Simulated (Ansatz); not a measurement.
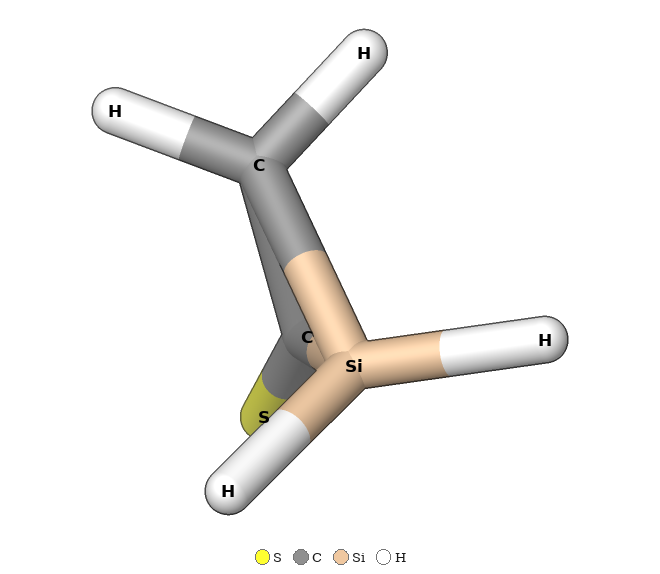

A stick model of a molecule. Every bond is drawn as one stick, whatever its order.

Describe the molecule.

Formula C₂H₄SSi. SMILES: `S=C1C[SiH2]1`. Independent rings (smallest set): 1 of 3 members. Among its groups: Si–H bond. The point group is C1.

More results for the same structure follow; atom numbers are the same in all pictures, views and colours differ. The computed structure is the end point of a PBE0-D4/def2-TZVP optimisation.

### Dipole moment

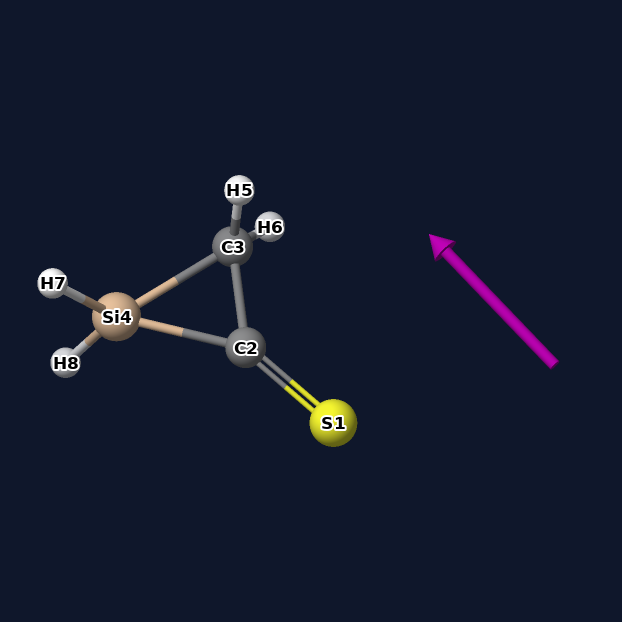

The arrow beside the molecule shows the direction of the dipole moment, from the negative to the positive end (its length means nothing). Level of theory: RKS PBE-D4/def2-TZVPP (Ansatz 0.2.0).

> How large is the dipole moment?

2.40 D; it points from the side of S1 to the side of H7 (the outermost atoms at the two ends).

### Vibrations

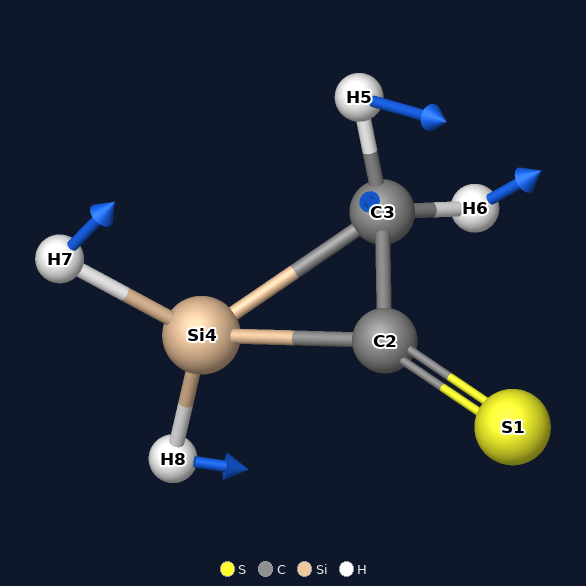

The arrows show one normal mode. Harmonic vibrations computed with RKS PBE0-D4/def2-TZVP (Ansatz 0.2.0) at a stationary point of the same level.

> Describe the motion.

Mostly angle bending.

> Estimate its harmonic wavenumber.

950 cm⁻¹; it is mode 11 of 18 counted from the lowest.

### Thermal motion

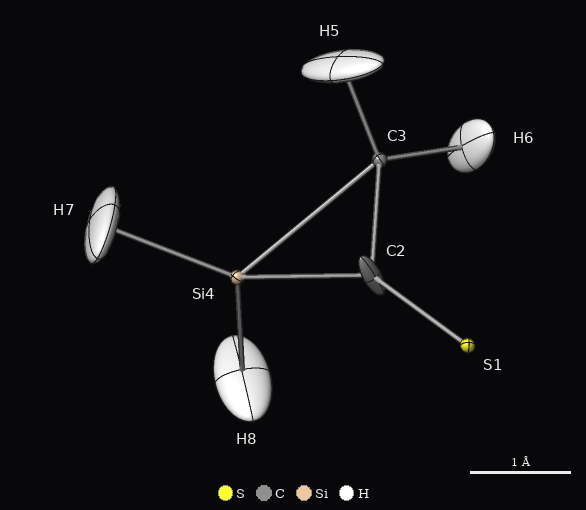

Displacement ellipsoids at the 50 % level, from the internal vibrations of the free molecule (harmonic, no overall translation or rotation; no half-axis is drawn under 0.075 Å). Vibrations computed with RKS PBE0-D4/def2-TZVP (Ansatz 0.2.0). Temperature: 400 K.

> Which atom moves most?

H8, with U_eq = 0.0626 Å².

> Does H8 move more along its bond or across it?

Across it: the root-mean-square amplitude is 0.087 Å along the bond and up to 0.384 Å across, since bending and torsion are softer than stretching.

Give the displacement parameters, one line for each set of equivalent atoms.

```json
{"atom": "S1", "U_eq (Å²)": "0.0014", "rms amplitudes (Å)": "0.022, 0.025, 0.056"}
{"atom": "C2", "U_eq (Å²)": "0.0119", "rms amplitudes (Å)": "0.033, 0.063, 0.175"}
{"atom": "C3", "U_eq (Å²)": "0.0021", "rms amplitudes (Å)": "0.029, 0.048, 0.056"}
{"atom": "Si4", "U_eq (Å²)": "0.0011", "rms amplitudes (Å)": "0.016, 0.022, 0.050"}
{"atom": "H5", "U_eq (Å²)": "0.0478", "rms amplitudes (Å)": "0.077, 0.154, 0.337"}
{"atom": "H6", "U_eq (Å²)": "0.0337", "rms amplitudes (Å)": "0.076, 0.162, 0.263"}
{"atom": "H7", "U_eq (Å²)": "0.0625", "rms amplitudes (Å)": "0.089, 0.181, 0.384"}
{"atom": "H8", "U_eq (Å²)": "0.0626", "rms amplitudes (Å)": "0.086, 0.181, 0.384"}
```
